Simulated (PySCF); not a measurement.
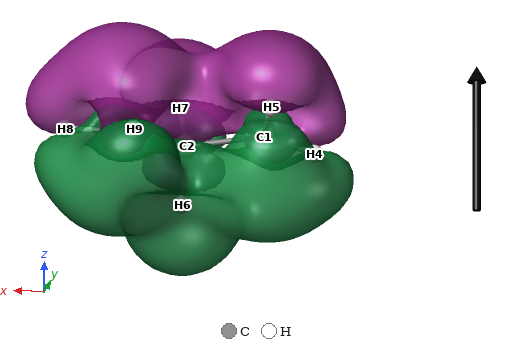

*C$_{3}$H$_{6}$, triplet, SMILES `[CH2]C[CH2]`. Change of the electron density in a uniform field of 0.10 V/Å along +z (arrow), surfaces at ±0.0003 e/Å³ (green: gain, purple: loss).*

Method: CAM-B3LYP/def2-SVPD; geometry: GFN2-xTB; program: PySCF. No frequency check shows the geometry to be a minimum. The stability of the open-shell solution wasn't checked. GFN2-xTB doesn't know the spin state, so this open-shell geometry is rough.

The calculation's input:

```python
import numpy as np
from pyscf import gto, scf, dft
from pyscf.scf import atom_ks, atom_hf
from scipy.linalg import block_diag

def solve(mol, dm0=None, hcore=None):
    mf = (dft.UKS if mol.spin else dft.RKS)(mol, xc='camb3lyp')
    mf.grids.level = 3
    mf = mf.density_fit(auxbasis='def2-universal-jkfit')
    mf.conv_tol, mf.max_cycle = 1e-8, 80
    if hcore is not None:
        mf.get_hcore = lambda *args: hcore
    mf.kernel(dm0)
    if not mf.converged:
        mf = mf.newton().run(mf.mo_coeff, mf.mo_occ, max_cycle=30)
    assert mf.converged, 'SCF not converged'
    return mf

mol = gto.M(atom='''
C     -1.23495     0.27942     0.00303
C     -0.00001    -0.52945    -0.00077
C      1.23496     0.27941    -0.00264
H     -2.18839    -0.19189    -0.13644
H     -1.20434     1.32344     0.24053
H     -0.01337    -1.22019    -0.86760
H      0.01337    -1.21912     0.86984
H      2.18839    -0.19173     0.13740
H      1.20435     1.32314    -0.24144
''', basis='def2-svpd', charge=0, spin=2, verbose=4)
field = np.array([-0.0, -0.0, -0.002])  # atomic units
mol.set_common_orig(mol.atom_charges() @ mol.atom_coords() / mol.atom_charges().sum())
mf = solve(mol)
out = dict(dm0=mf.make_rdm1(), d0=mf.dip_moment(unit='AU'), e0=mf.e_tot)
for name, sign in (('p', 1), ('m', -1)):
    h = mf.get_hcore() + sign * np.einsum('x,xij->ij', field, mol.intor('int1e_r'))
    mi = solve(mol, mf.make_rdm1(), h)
    out.update({'dm' + name: mi.make_rdm1(), 'd' + name: mi.dip_moment(unit='AU'), 'e' + name: mi.e_tot})
# spherically averaged free atoms, for the promolecule
atm = atom_ks.get_atm_nrks(mol, xc='camb3lyp')
pro = block_diag(*[(atm[a[0]][2] * atm[a[0]][3]) @ atm[a[0]][2].T for a in mol._atom])
np.savez('result.npz', pro=pro, **out)
```

Run with:

```sh
OMP_NUM_THREADS=1 python input.py
```

The run took 33 s on 1 thread of Arm Neoverse V1, with other jobs on the host, peak memory 0.52 GiB.

Partitions, critical points and surface values were worked out afterwards from this run's density.

The field was applied in both directions; the picture shows the one opposite to the script's first.

**What dipole is induced, and what polarisability does it imply?**

The induced dipole is 0.17 D (along the field); α along this axis, from the fields in both directions, is 32 bohr³ (4.8 Å³).
